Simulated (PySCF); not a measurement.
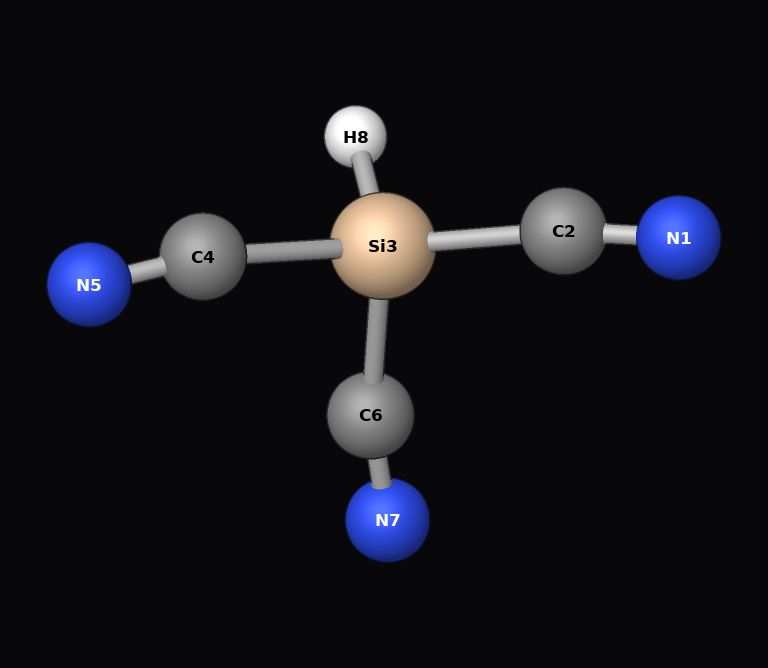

The questions are on isotropic NMR shieldings of the N atoms. Geometry: a frame of a GFN2-xTB molecular-dynamics simulation, not a minimum. Properties computed with GIAO PBE0/pcSseg-1 NMR shielding, non-relativistic, gas phase (PySCF 2.14.0).

List the isotropic NMR shieldings of the N atoms.

```json
{"atom": "N1", "σ (ppm)": "−103.9"}
{"atom": "N5", "σ (ppm)": "−101.0"}
{"atom": "N7", "σ (ppm)": "−110.6"}
```
